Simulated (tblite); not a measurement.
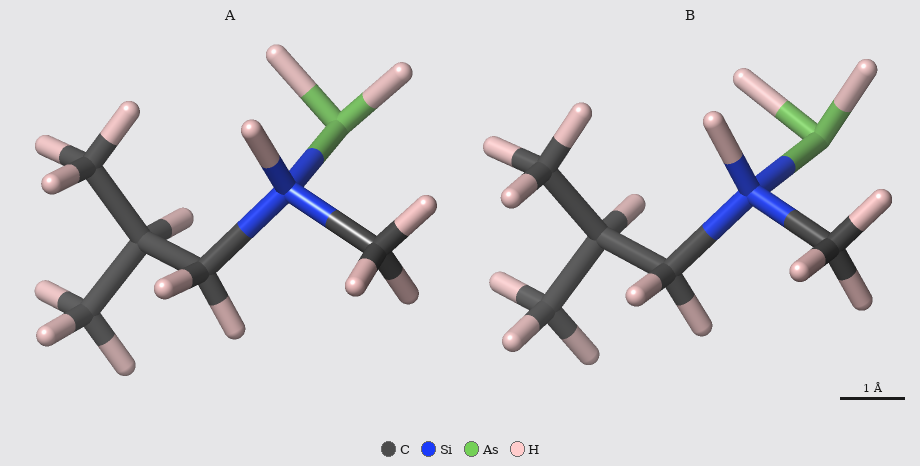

Two geometries of C5H15AsSi, drawn at one scale. One is the start of a relaxation, the other its converged end. Style: stick. Shown from a free direction.

The calculation used GFN2-xTB geometry optimisation, gas phase (tblite 0.8.0). 

Question: Which one is relaxed?

Answer: Structure A is the relaxed one. The atom that moves furthest after the best rigid fit is an H atom (0.58 Å). Largest moves by element: H 0.58 Å, As 0.38 Å, C 0.25 Å, Si 0.13 Å. Near-neighbour distances that change, for instance: As–H 1.565 → 1.498 Å, C–Si 1.863 → 1.907 Å, C–H 1.124 → 1.088 Å, C–Si 1.881 → 1.914 Å. Bond angles that change, for instance: As–Si–H 109.3° → 115.8°, H–As–H 92.3° → 89.4°, Si–C–H 109.5° → 112.1°. After 117 geometry steps the energy has fallen by 27.6 kJ/mol. The run took 1.7 s on 1 thread of Arm Neoverse N1, with other jobs on the host.
